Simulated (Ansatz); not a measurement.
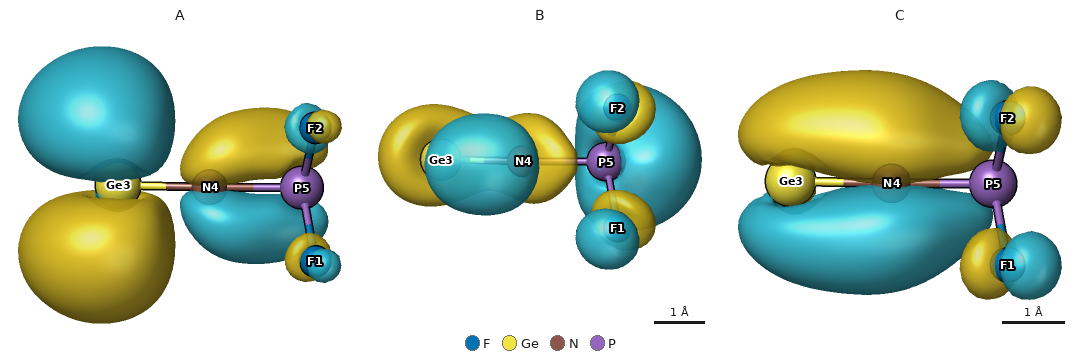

*F2GeNP (SMILES FP(F)[N+]#[Ge-]). Three frontier orbitals at ±0.08 Å⁻³ᐟ² (yellow and cyan are the two phases), in no order.*

Geometry: PBE0-D3(BJ)/def2-SVP.

The calculation used isolated molecule in a Gaussian basis; Kohn-Sham density functional theory, functional PBE0 in Ansatz 0.2.0.

```xyz
5

F    -0.3731   -2.4318    2.0340
F     0.3378   -1.2595    0.0509
Ge   -0.0504    1.4362    2.9709
N    -0.3605    0.0758    2.0554
P    -0.8743   -1.1950    1.1200
```

**Order the three orbitals by energy and name them.**

C is the HOMO−1 (−8.83 eV). Its weight (Hirshfeld) is mainly on N4 (about 60 %) and Ge3 (about 25 %). B is the HOMO (−7.46 eV). It lies mainly on P5 (about 50 %), N4 (about 20 %), Ge3 (about 15 %), F2 (about 10 %) and F1 (about 10 %). A is the LUMO (−2.57 eV). Its weight (Hirshfeld) is mainly on Ge3 (about 80 %), N4 (about 10 %) and P5 (about 10 %).

**What is the HOMO–LUMO gap?**

4.89 eV between the orbital energies.
